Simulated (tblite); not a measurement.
# C5H9ClN2Si: the cost of one run

The runs use tblite 0.8.0 and PySCF 2.14.0, with density-fitted response routines of our own; the level of theory stands in each step. All values are computed, except where a source is named. Atoms are numbered from 0 throughout.

## Step 1: Starting geometry

18 atoms, charge 0, multiplicity 1; geometry from: force field or distance geometry start.

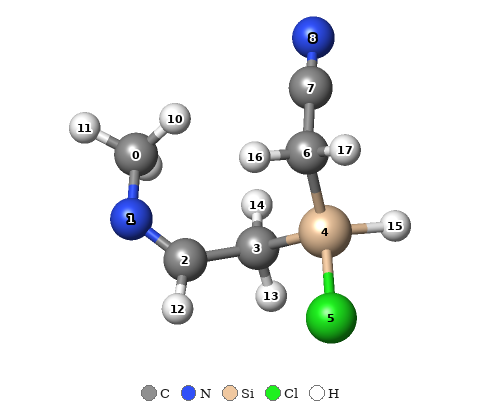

As it starts; carbon grey, nitrogen blue, silicon light orange, chlorine green, hydrogen white, atoms numbered.

## Step 2: Geometry optimisation with GFN2-xTB

Job settings and geometry (Å):

```
{"job": {"kind": "relax", "xc": "GFN2-xTB", "basis": "xTB"}, "charge": 0, "multiplicity": 1}
C     -2.060300     1.216900     0.431500
N     -1.969500    -0.103700     1.004800
C     -1.300000    -1.034900     0.405700
C     -0.547500    -0.902200    -0.898100
Si     1.296600    -1.048300    -0.657400
Cl     1.722500    -2.895900     0.124700
C      2.001300     0.261100     0.449000
C      1.878700     1.596900    -0.132500
N      1.761500     2.640300    -0.611600
H     -2.583800     1.193400    -0.531100
H     -1.092100     1.690900     0.324900
H     -2.668500     1.850000     1.098800
H     -1.292600    -2.024600     0.894900
H     -0.886300    -1.725500    -1.539200
H     -0.787900     0.032000    -1.402900
H      1.968200    -1.020500    -1.976300
H      1.493700     0.237300     1.426300
H      3.057300     0.043000     0.645700
```

Run with:

```bash
> OMP_NUM_THREADS=1 python probes_run.py task.json out
```

This one command runs all jobs of the session in turn.

**Question.** How long does this first job take on 1 thread of Arm Neoverse N1, shared host?

About 1.3 s.
